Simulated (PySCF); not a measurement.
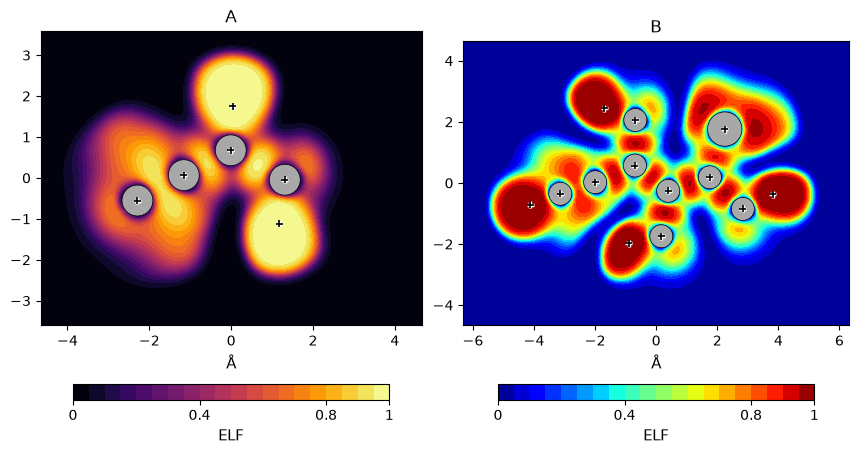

The ELF of 2 systems, each on a plane through atoms (crosses mark nuclei in the plane; grey discs cover the cores).

Level of theory: PBE0/pcSseg-1, SCF density, gas phase, non-relativistic (PySCF).

System 1: C5H6F2O, the plane of atoms C4, C3 and H11. Geometry: GFN2-xTB.

```xyz
14

C     2.4860   -0.8978   -0.0422
C     1.5885    0.0286   -0.1244
C     0.6903    0.9654   -0.1780
C    -0.5156    1.0118    0.7200
O    -1.7291    0.7614   -0.0057
C    -1.8732   -0.5027   -0.4370
F    -2.3505   -1.3177    0.5491
F    -2.7937   -0.5294   -1.4101
H     2.4104   -1.8135   -0.6062
H     3.3572   -0.7898    0.5834
H     0.7505    1.7462   -0.9235
H    -0.4218    0.2934    1.5419
H    -0.6568    2.0158    1.1247
H    -0.9430   -0.9722   -0.8142
```

System 2: C8H10S (SMILES C#C/C(C)=C(\C)C(C)=S), the plane of atoms C8, C7 and S9. Geometry: GFN2-xTB.

```xyz
19

C     3.3195   -0.6021    0.2578
C     2.2286   -0.1320    0.0645
C     0.9996    0.5045   -0.2096
C     1.1594    1.8513   -0.8283
C    -0.1792   -0.1252    0.0888
C    -0.1273   -1.4912    0.7228
C    -1.4829    0.4144   -0.1680
C    -2.6759   -0.4299    0.1580
S    -1.7844    1.9116   -0.7964
H     4.2584   -1.0349    0.4372
H     2.2128    2.0739   -0.9846
H     0.7186    2.6166   -0.1888
H     0.6305    1.9010   -1.7805
H     0.9007   -1.7823    0.9185
H    -0.6731   -1.4987    1.6652
H    -0.5746   -2.2379    0.0681
H    -2.7299   -0.6207    1.2303
H    -2.6270   -1.3929   -0.3493
H    -3.5837    0.0838   -0.1483
```

**Match each panel to its system.**

Panel A is system 1, C5H6F2O: the plane holds C and H. C–C (1.29 Å): the ELF peaks at about 0.90 between the atoms; a short, multiple covalent bond. Panel B is system 2, C8H10S: the plane holds C, S and H. C–C (1.20 Å): the ELF peaks at about 0.85 between the atoms; a multiple bond.
